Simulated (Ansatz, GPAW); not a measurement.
# Ballistic transport through a carbon nanotube (4, 4); a Co atom over a ring, cheap and dear, part 2 of 4

Wanted: the zero-bias transmission of a carbon nanotube (4, 4); a Co atom over a ring on a ladder of levels, with run times.

GPAW 26.7.0 and Ansatz 0.2.0; GPAW LCAO, PAW setups; Landauer transmission from Green's functions with principal layers (ASE), zero bias.

So far: Starting point; Plane-wave reference (PBE); Single-zeta polarised basis.

## (3) Single-zeta polarised basis (continued)

Each spin. Table of transmission, zone mean by energy, zero at the Fermi level:

```
energy (eV)  T, spin up  T, spin down
     -2.000        2.23          2.85
     -1.900        3.09          2.42
     -1.800        2.22          2.30
     -1.600        1.94          1.63
     -1.400        1.96          1.73
     -1.200        1.95          1.67
     -1.000        1.95          1.03
     -0.800        1.95          1.43
     -0.600        1.96          1.68
     -0.400        1.96          1.74
     -0.200        1.97          1.72
      0.000        1.97          1.28
      0.200        1.98          1.75
      0.350        1.98          1.52
      0.400        1.98          1.34
      0.600        1.96          1.56
      0.800        1.67          1.83
      1.000        2.87          3.44
      1.050        2.91          3.33
      1.200        5.69          5.41
      1.400        6.64          6.24
      1.600        6.61          6.27
      1.800        6.63          6.32
      2.000        6.62          6.35
```

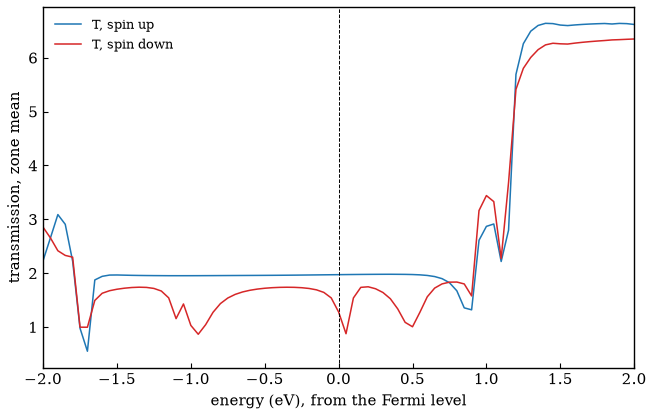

Transmission, zone mean, plotted against energy.

Not self-consistent under bias; the bias window is split evenly. Current through one cell, from the zero-bias transmission against bias:

```
bias (V)  current through one cell, from the zero-bias transmission (μA)
   0.100                                                            12.9
   0.200                                                            26.2
   0.500                                                            68.1
   1.000                                                             137
   1.500                                                             205
   2.000                                                             276
```

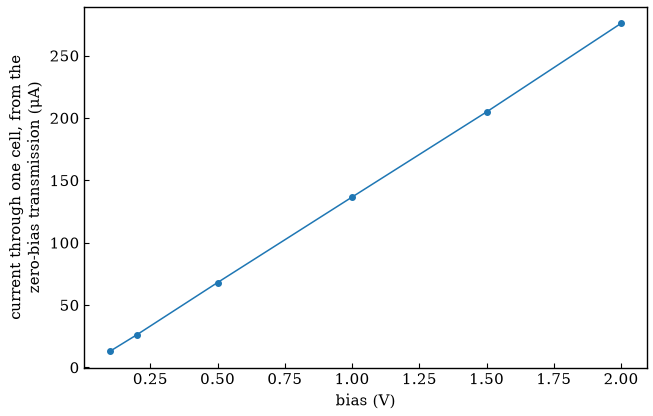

Current through one cell, from the zero-bias transmission, plotted against bias.

Table of transmission of the three most open eigenchannels by energy, zero at the Fermi level:

```
energy (eV)  channel 1 up  channel 2 up  channel 3 up  channel 1 down  channel 2 down  channel 3 down
     -2.000         0.997         0.996         0.149           0.999           0.956           0.448
     -1.500         0.990         0.976       8.1e-12           0.988           0.713         6.6e-12
     -1.000         0.989         0.963             0           0.861           0.168               0
     -0.500         0.991         0.967             0           0.880           0.839               0
      0.000         0.996         0.975             0           0.865           0.413               0
      0.500         0.993         0.981       1.2e-12           0.988          0.0162         3.2e-11
      1.000         0.978         0.956         0.910           0.989           0.979           0.929
      1.500         0.999         0.998         0.997           0.999           0.998           0.997
      2.000         0.999         0.999         0.999           0.999           0.999           0.999
```

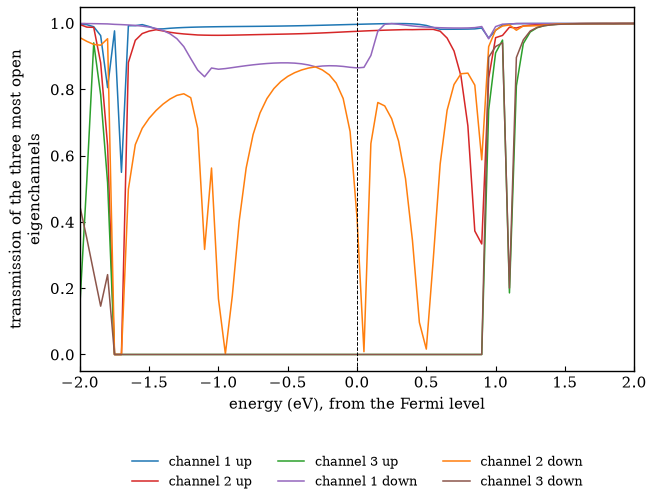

Transmission of the three most open eigenchannels against energy.

Site moment by element, in μB:

```
element  atoms  mean  spread (r.m.s.)  least  largest
      C    192  0.00             0.00   0.00     0.00
     Co      1  1.47             0.00   1.47     1.47
```

The atoms farthest from the mean of their element:

```
atom        x, y, z (Å)  site moment (μB)
 C91  4.79, 8.63, 14.14              0.00
C100  5.36, 9.06, 15.37              0.00
 C85  6.71, 9.42, 12.91              0.00
 C83  5.36, 9.06, 12.91              0.00
C102  6.71, 9.42, 15.37              0.00
 C96  8.63, 8.63, 14.14              0.00
 C74  4.79, 8.63, 11.68              0.00
C108  4.79, 8.63, 16.60              0.00
```

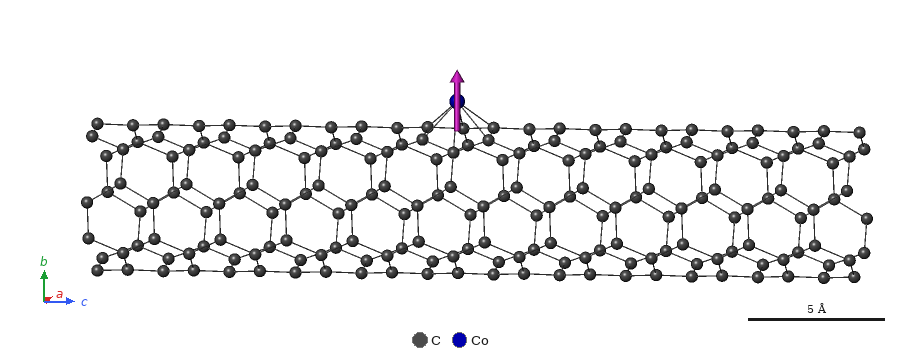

Site moment as arrows, the longest 1.47 μB. Up and down stand for the sign. Arrows give size and sign along the axis of quantisation, drawn up and down the page.

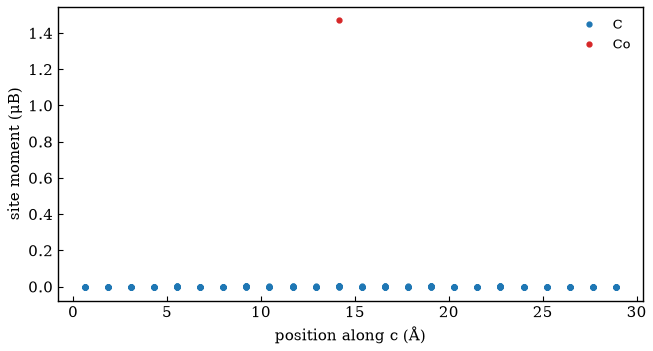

Site moment along the cell.

Couplings past the next layer reach 4.5e-15 eV, small enough to drop; the matrix elements of the cell's first layer differ from the bulk lead's by up to 0.032 eV. That layer keeps its own values in the calculation, and only beyond it is the lead taken as perfect.

## (4) Minimal basis, basis sz(dzp)

One function for each valence shell of the setup, as for a first survey of a large system.

The input, run.py:

```python
import json
import numpy as np
from ase import Atoms
from ase.transport.calculators import TransportCalculator
from gpaw import GPAW, FermiDirac
from gpaw.lcao.tools import get_lcao_hamiltonian
from scipy.linalg import eigh

# The junction with lead layers at both ends, along the third cell vector
device = Atoms(
    ['C', 'C', 'C', 'C', 'C', 'C', 'C', 'C', 'C', 'C', 'C', 'C', 'C', 'C', 'C', 'C', 'C', 'C', 'C', 'C', 'C', 'C', 'C', 'C', 'C', 'C', 'C', 'C', 'C', 'C', 'C', 'C', 'C', 'C', 'C', 'C', 'C', 'C', 'C', 'C', 'C', 'C', 'C', 'C', 'C', 'C', 'C', 'C', 'C', 'C', 'C', 'C', 'C', 'C', 'C', 'C', 'C', 'C', 'C', 'C', 'C', 'C', 'C', 'C', 'C', 'C', 'C', 'C', 'C', 'C', 'C', 'C', 'C', 'C', 'C', 'C', 'C', 'C', 'C', 'C', 'C', 'C', 'C', 'C', 'C', 'C', 'C', 'C', 'C', 'C', 'C', 'Co', 'C', 'C', 'C', 'C', 'C', 'C', 'C', 'C', 'C', 'C', 'C', 'C', 'C', 'C', 'C', 'C', 'C', 'C', 'C', 'C', 'C', 'C', 'C', 'C', 'C', 'C', 'C', 'C', 'C', 'C', 'C', 'C', 'C', 'C', 'C', 'C', 'C', 'C', 'C', 'C', 'C', 'C', 'C', 'C', 'C', 'C', 'C', 'C', 'C', 'C', 'C', 'C', 'C', 'C', 'C', 'C', 'C', 'C', 'C', 'C', 'C', 'C', 'C', 'C', 'C', 'C', 'C', 'C', 'C', 'C', 'C', 'C', 'C', 'C', 'C', 'C', 'C', 'C', 'C', 'C', 'C', 'C', 'C', 'C', 'C', 'C', 'C', 'C', 'C', 'C', 'C', 'C', 'C', 'C', 'C', 'C', 'C', 'C', 'C', 'C', 'C'],
    positions=[
        [4.00000, 6.71200, 0.61488],
        [4.36334, 5.35600, 0.61488],
        [5.35600, 9.06066, 0.61488],
        [6.71200, 9.42400, 0.61488],
        [6.71200, 4.00000, 0.61488],
        [8.06800, 4.36334, 0.61488],
        [9.06066, 8.06800, 0.61488],
        [9.42400, 6.71200, 0.61488],
        [4.09241, 7.41392, 1.84463],
        [4.79433, 8.62967, 1.84463],
        [4.79433, 4.79433, 1.84463],
        [6.01008, 4.09241, 1.84463],
        [7.41392, 9.33159, 1.84463],
        [8.62967, 8.62967, 1.84463],
        [8.62967, 4.79433, 1.84463],
        [9.33159, 6.01008, 1.84463],
        [4.00000, 6.71200, 3.07439],
        [4.36334, 5.35600, 3.07439],
        [5.35600, 9.06066, 3.07439],
        [6.71200, 9.42400, 3.07439],
        [6.71200, 4.00000, 3.07439],
        [8.06800, 4.36334, 3.07439],
        [9.06066, 8.06800, 3.07439],
        [9.42400, 6.71200, 3.07439],
        [4.09241, 7.41392, 4.30415],
        [4.79433, 8.62967, 4.30415],
        [4.79433, 4.79433, 4.30415],
        [6.01008, 4.09241, 4.30415],
        [7.41392, 9.33159, 4.30415],
        [8.62967, 8.62967, 4.30415],
[... 157 atom lines left out ...]
        [4.79433, 4.79433, 28.89927],
        [6.01008, 4.09241, 28.89927],
        [7.41392, 9.33159, 28.89927],
        [8.62967, 8.62967, 28.89927],
        [8.62967, 4.79433, 28.89927],
        [9.33159, 6.01008, 28.89927]],
    cell=[[13.424, 0.0, 0.0], [0.0, 13.424, 0.0], [0.0, 0.0, 29.51415]],
    pbc=True,
    magmoms=[0.0, 0.0, 0.0, 0.0, 0.0, 0.0, 0.0, 0.0, 0.0, 0.0, 0.0, 0.0, 0.0, 0.0, 0.0, 0.0, 0.0, 0.0, 0.0, 0.0, 0.0, 0.0, 0.0, 0.0, 0.0, 0.0, 0.0, 0.0, 0.0, 0.0, 0.0, 0.0, 0.0, 0.0, 0.0, 0.0, 0.0, 0.0, 0.0, 0.0, 0.0, 0.0, 0.0, 0.0, 0.0, 0.0, 0.0, 0.0, 0.0, 0.0, 0.0, 0.0, 0.0, 0.0, 0.0, 0.0, 0.0, 0.0, 0.0, 0.0, 0.0, 0.0, 0.0, 0.0, 0.0, 0.0, 0.0, 0.0, 0.0, 0.0, 0.0, 0.0, 0.0, 0.0, 0.0, 0.0, 0.0, 0.0, 0.0, 0.0, 0.5, 0.0, 0.5, 0.0, 0.0, 0.0, 0.0, 0.0, 0.0, 0.0, 0.0, 2.0, 0.0, 0.0, 0.0, 0.0, 0.0, 0.0, 0.0, 0.5, 0.0, 0.5, 0.0, 0.0, 0.0, 0.0, 0.0, 0.0, 0.0, 0.0, 0.5, 0.0, 0.0, 0.0, 0.0, 0.0, 0.0, 0.0, 0.0, 0.0, 0.0, 0.0, 0.0, 0.0, 0.0, 0.0, 0.0, 0.0, 0.0, 0.0, 0.0, 0.0, 0.0, 0.0, 0.0, 0.0, 0.0, 0.0, 0.0, 0.0, 0.0, 0.0, 0.0, 0.0, 0.0, 0.0, 0.0, 0.0, 0.0, 0.0, 0.0, 0.0, 0.0, 0.0, 0.0, 0.0, 0.0, 0.0, 0.0, 0.0, 0.0, 0.0, 0.0, 0.0, 0.0, 0.0, 0.0, 0.0, 0.0, 0.0, 0.0, 0.0, 0.0, 0.0, 0.0, 0.0, 0.0, 0.0, 0.0, 0.0, 0.0, 0.0, 0.0, 0.0, 0.0, 0.0, 0.0, 0.0, 0.0, 0.0, 0.0, 0.0, 0.0])

# One principal layer of the lead: the first 48 atoms of the device
lead = Atoms(
    ['C', 'C', 'C', 'C', 'C', 'C', 'C', 'C', 'C', 'C', 'C', 'C', 'C', 'C', 'C', 'C', 'C', 'C', 'C', 'C', 'C', 'C', 'C', 'C', 'C', 'C', 'C', 'C', 'C', 'C', 'C', 'C', 'C', 'C', 'C', 'C', 'C', 'C', 'C', 'C', 'C', 'C', 'C', 'C', 'C', 'C', 'C', 'C'],
    positions=[
        [4.00000, 6.71200, 0.61488],
        [4.36334, 5.35600, 0.61488],
        [5.35600, 9.06066, 0.61488],
        [6.71200, 9.42400, 0.61488],
        [6.71200, 4.00000, 0.61488],
        [8.06800, 4.36334, 0.61488],
        [9.06066, 8.06800, 0.61488],
        [9.42400, 6.71200, 0.61488],
        [4.09241, 7.41392, 1.84463],
        [4.79433, 8.62967, 1.84463],
        [4.79433, 4.79433, 1.84463],
        [6.01008, 4.09241, 1.84463],
        [7.41392, 9.33159, 1.84463],
        [8.62967, 8.62967, 1.84463],
        [8.62967, 4.79433, 1.84463],
        [9.33159, 6.01008, 1.84463],
        [4.00000, 6.71200, 3.07439],
        [4.36334, 5.35600, 3.07439],
        [5.35600, 9.06066, 3.07439],
        [6.71200, 9.42400, 3.07439],
        [6.71200, 4.00000, 3.07439],
        [8.06800, 4.36334, 3.07439],
        [9.06066, 8.06800, 3.07439],
        [9.42400, 6.71200, 3.07439],
        [4.09241, 7.41392, 4.30415],
        [4.79433, 8.62967, 4.30415],
        [4.79433, 4.79433, 4.30415],
        [6.01008, 4.09241, 4.30415],
        [7.41392, 9.33159, 4.30415],
        [8.62967, 8.62967, 4.30415],
        [8.62967, 4.79433, 4.30415],
        [9.33159, 6.01008, 4.30415],
        [4.00000, 6.71200, 5.53390],
        [4.36334, 5.35600, 5.53390],
        [5.35600, 9.06066, 5.53390],
        [6.71200, 9.42400, 5.53390],
        [6.71200, 4.00000, 5.53390],
        [8.06800, 4.36334, 5.53390],
        [9.06066, 8.06800, 5.53390],
        [9.42400, 6.71200, 5.53390],
        [4.09241, 7.41392, 6.76366],
        [4.79433, 8.62967, 6.76366],
        [4.79433, 4.79433, 6.76366],
        [6.01008, 4.09241, 6.76366],
        [7.41392, 9.33159, 6.76366],
        [8.62967, 8.62967, 6.76366],
        [8.62967, 4.79433, 6.76366],
        [9.33159, 6.01008, 6.76366]],
    cell=[[13.424, 0.0, 0.0], [0.0, 13.424, 0.0], [0.0, 0.0, 7.37854]],
    pbc=True,
    magmoms=[0.0, 0.0, 0.0, 0.0, 0.0, 0.0, 0.0, 0.0, 0.0, 0.0, 0.0, 0.0, 0.0, 0.0, 0.0, 0.0, 0.0, 0.0, 0.0, 0.0, 0.0, 0.0, 0.0, 0.0, 0.0, 0.0, 0.0, 0.0, 0.0, 0.0, 0.0, 0.0, 0.0, 0.0, 0.0, 0.0, 0.0, 0.0, 0.0, 0.0, 0.0, 0.0, 0.0, 0.0, 0.0, 0.0, 0.0, 0.0])

settings = dict(mode='lcao', basis='sz(dzp)', xc='PBE', h=0.18,
                occupations=FermiDirac(0.1), maxiter=250,
                mixer=dict(beta=0.05, nmaxold=8, weight=100.0),
                convergence=dict(density=0.0001))
energies = np.arange(-2, 2 + 1e-9, 0.05)
eta = 0.0001
n1, n2 = 1, 1
# k and -k transmit alike, so half of the mesh across the current serves
mesh = [(i, j) for i in range(n1) for j in range(n2) if (i, j) <= (-i % n1, -j % n2)]
weights = np.array([1 if (i, j) == (-i % n1, -j % n2) else 2 for i, j in mesh]) / (n1 * n2)


def ground_state(atoms, size, txt):
    atoms.calc = GPAW(kpts={'size': size, 'gamma': True}, symmetry={'tolerance': 1e-3}, txt=txt, **settings)
    atoms.get_potential_energy()
    return atoms.calc.get_fermi_level()


def blocks(atoms, fermi, points, nz, cells):
    """H - E_F S and S between cell 0 and the cells above it, at each point across the current."""
    kz = np.arange(nz) / nz
    calc = atoms.calc.fixed_density(kpts=[(*k, z) for k in points for z in kz], symmetry='off', txt=None)
    H, S = get_lcao_hamiltonian(calc)
    H = (H - fermi * S).reshape(len(H), len(points), nz, *S.shape[1:])
    S = S.reshape(H.shape[1:])
    phases = [np.exp(-2j * np.pi * kz * R) / nz for R in cells]
    return [(np.einsum('skzij,z->ksij', H, p), np.einsum('kzij,z->kij', S, p)) for p in phases]


def pair(a, b):
    return np.block([[a, b], [b.T.conj(), a]])


def count_channels(h, s, cells, nk=240):
    """Half the number of times that the lead's bands cross each energy, unfolded to its shortest repeat."""
    b = len(h) // cells
    bands = []
    for k in (np.arange(nk + 1) + 0.5) / nk:
        hk, sk = h[:b, :b].copy(), s[:b, :b].copy()
        for R in range(1, cells):
            phase, block = np.exp(2j * np.pi * k * R), slice(R * b, (R + 1) * b)
            hk += h[:b, block] * phase + (h[:b, block] * phase).T.conj()
            sk += s[:b, block] * phase + (s[:b, block] * phase).T.conj()
        w, u = eigh(sk)
        x = u[:, w > 1e-5] / w[w > 1e-5]**0.5  # drop near-dependent combinations
        bands.append(np.r_[eigh(x.T.conj() @ hk @ x, eigvals_only=True), [1e9] * (w <= 1e-5).sum()])
    below = np.array(bands)[:, :, None] < energies
    return (below[1:] != below[:-1]).sum((0, 1)) / 2


fermi_lead = ground_state(lead, (1, 1, 15), 'lead.txt')
fermi_device = ground_state(device, (1, 1, 3), 'device.txt')
T, channels, eigen, tail, misfit, shifts = [], [], [], 0.0, 0.0, []
for first in range(0, len(mesh), 1):
    points = [(i / n1, j / n2) for i, j in mesh[first:first + 1]]
    (H0k, S0k), (H1k, S1k), (H2k, _) = blocks(lead, fermi_lead, points, 5, range(3))
    [(Hk, Sk)] = blocks(device, fermi_device, points, 2, [0])
    tail = max(tail, abs(H2k).max())
    for H0, S0, H1, S1, H, S in zip(H0k, S0k, H1k, S1k, Hk, Sk):
        n = len(S0)
        # Shift the lead onto the potential of the device's first layer
        shift = ((H[:, 0, 0] - H0[:, 0, 0]) / S0[0, 0]).real.mean()
        shifts.append(shift)
        misfit = max(misfit, abs(H[:, :n, :n] - H0 - shift * S0).max())
        Tk, Ck, Ek = [], [], []
        for s in range(len(H)):
            t = s % len(H0)  # a lead without moments serves both spins
            h1, s1 = pair(H0[t] + shift * S0, H1[t] + shift * S1), pair(S0, S1)
            leads = dict(h1=h1, s1=s1, energies=energies, eta=eta, eta1=eta, eta2=eta)
            calc = TransportCalculator(h=H[s], s=S, eigenchannels=3, **leads)
            Tk.append(calc.get_transmission())
            Ek.append(np.sort(calc.eigenchannels_ne, axis=0)[::-1])
            Ck.append(count_channels(h1, s1, 6))
        T.append(Tk)
        channels.append(Ck)
        eigen.append(Ek)
T, channels = np.array(T), np.array(channels)
mean, open_channels = np.einsum('kse,k->se', T, weights), np.einsum('kse,k->se', channels, weights)

print(f'basis functions: device {len(S)}, principal layer {n}')
print(f'Fermi level: lead {fermi_lead:.4f} eV, device {fermi_device:.4f} eV; lead shifted by {np.mean(shifts):.4f} eV')
print(f'largest coupling past the next layer {tail:.2e} eV, largest misfit of the first layer {misfit:.3f} eV')
print('  E-E_F (eV)   ' + 'T up        T down      channels up  channels down')
for e, t, c in zip(energies, mean.T, open_channels.T):
    print(f'{e:10.3f}  ', *[f'{x:11.4e}' for x in t], *[f'{x:9.4f}' for x in c])

kT = 8.617333e-5 * 500
fine = np.linspace(energies[0], energies[-1], 4001)
both = np.exp(np.interp(fine, energies, np.log(np.maximum(mean.sum(0) * 2 / len(mean), 1e-30))))
fermi = lambda mu: 1 / (1 + np.exp(np.clip((fine - mu) / kT, -200, 200)))
slope = fermi(0) * (1 - fermi(0)) / kT
G = np.trapezoid(both * slope, fine) / 2
seebeck = -np.trapezoid(both * slope * fine, fine) / (2 * G * 500) * 1e6
print(f'conductance at 500 K: {G:.5g} G0 a cell; thermopower {seebeck:.4g} uV/K')
bias = [0.1, 0.2, 0.5, 1.0, 1.5, 2.0]
current = [38.74 * np.trapezoid(both * (fermi(V / 2) - fermi(-V / 2)), fine) for V in bias]
for V, I in zip(bias, current):
    print(f'current from the zero-bias T(E) at {V} V: {I:.5g} uA')
zero = abs(energies).argmin()
json.dump(dict(energies=energies.tolist(), T=mean.tolist(), channels=open_channels.tolist(), G=G, seebeck=seebeck,
               bias=bias, current=current, tail=tail, misfit=misfit, shift=np.mean(shifts), n_device=len(S), n_lead=n,
               fermi=[fermi_lead, fermi_device], energy=device.get_potential_energy(),
               moments=device.get_magnetic_moments().tolist(), mesh=mesh, weights=weights.tolist(),
               T_k=T[:, :, zero].tolist(), eigen=np.array(eigen[0]).tolist()), open('result.json', 'w'))
```

Started as:

```bash
$ OMP_NUM_THREADS=1 OPENBLAS_NUM_THREADS=1 python run.py
```

The program printed:

```text
basis functions: device 774, principal layer 192
Fermi level: lead -3.4217 eV, device -3.0965 eV; lead shifted by -0.0176 eV
largest coupling past the next layer 3.58e-15 eV, largest misfit of the first layer 0.050 eV
  E-E_F (eV)   T up        T down      [channel counts left out]
    -2.000    3.2295e+00  2.5923e+00
    -1.950    2.9720e+00  2.6765e+00
    -1.900    2.9602e+00  2.3027e+00
    -1.850    2.0307e+00  2.0096e+00
    -1.800    9.4157e-01  9.9499e-01
    -1.750    1.9049e+00  1.5687e+00
    -1.700    1.9321e+00  1.6571e+00
    -1.650    1.9322e+00  1.6775e+00
    -1.600    1.9310e+00  1.6917e+00
    -1.550    1.9320e+00  1.7051e+00
    -1.500    1.9346e+00  1.7163e+00
    -1.450    1.9376e+00  1.7227e+00
    -1.400    1.9404e+00  1.7216e+00
    -1.350    1.9426e+00  1.7093e+00
    -1.300    1.9442e+00  1.6798e+00
    -1.250    1.9458e+00  1.6223e+00
[...]
1.650    6.6790e+00  6.2375e+00
     1.700    6.7066e+00  6.2743e+00
     1.750    6.7262e+00  6.3033e+00
     1.800    6.7377e+00  6.3242e+00
     1.850    6.7439e+00  6.3400e+00
     1.900    6.7465e+00  6.3523e+00
     1.950    6.7460e+00  6.3622e+00
     2.000    6.7419e+00  6.3699e+00
conductance at 500 K: 1.7972 G0 a cell; thermopower 4.849 uV/K
current from the zero-bias T(E) at 0.1 V: 13.901 uA
current from the zero-bias T(E) at 0.2 V: 27.679 uA
current from the zero-bias T(E) at 0.5 V: 68.804 uA
current from the zero-bias T(E) at 1.0 V: 139.09 uA
current from the zero-bias T(E) at 1.5 V: 204.4 uA
current from the zero-bias T(E) at 2.0 V: 263.79 uA
```

It took 16 min on 1 thread of Arm Neoverse V1, shared host; peak memory 3.8 GiB.

Numbers from this step:

- conductance: 1.797 G₀
- thermopower: 4.849 μV/K
- largest coupling past the next principal layer: 3.58e-15 eV
- largest misfit of the first principal layer: 0.04959 eV
- shift that aligns the lead: -0.01758 eV
- basis functions of the junction: 774
- basis functions of a principal layer: 192
- transmission at the Fermi level, spin up: 1.974
- transmission at the Fermi level, spin down: 1.675

(Part 2 of 4 ends here.)

[Logs are printed without paths, hosts, clocks, repeated set-up lines and the standing remarks that a program may print on its own settings, such as how far it seeks lower states.]

[Hosts, paths, dates, database ids (printed as entryN), source tags and the programs' standing remarks are cut or masked in the printed files.]
